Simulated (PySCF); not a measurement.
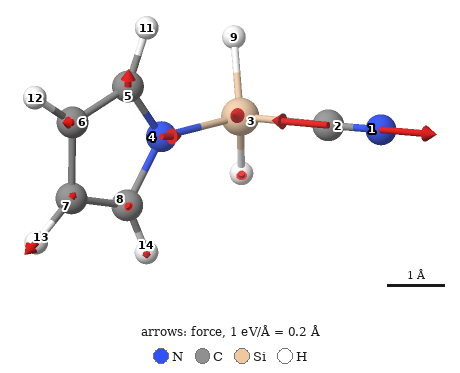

Starting geometry of C$_{5}$H$_{6}$N$_{2}$Si with the computed forces as red arrows. Style: ball-and-stick. Shown at a tilt.

The start comes from GFN2-xTB. Its atoms were then displaced at random by about 0.01 Å.

Method: PySCF, PBE0-D3(BJ)/def2-SVP geometry optimisation, gas phase. 

Question: Is this structure relaxed? If not, where do the atoms go?

Answer: It isn't relaxed: the largest force vector, on a C atom, is 6.12 eV/Å. The final displacements have little in common with the starting forces (cosine between the two patterns 0.24). After 9 geometry steps the energy has fallen by 6.35 kcal/mol. An H atom moves most after the best rigid fit: 0.11 Å. Largest moves by element: H 0.11 Å, N 0.11 Å, C 0.06 Å, Si 0.04 Å. Some distances before and after: H–Si 1.437 → 1.483 Å, N–Si 1.796 → 1.752 Å, C–N 1.118 → 1.160 Å, C–H 1.049 → 1.088 Å. Bond angles that change, for instance: H–Si–H 117.8° → 113.9°, C–Si–N 107.7° → 109.9°. The run took 4 min on 1 thread of Intel(R) Xeon(R) Processor @ 2.50GHz, on a shared host.
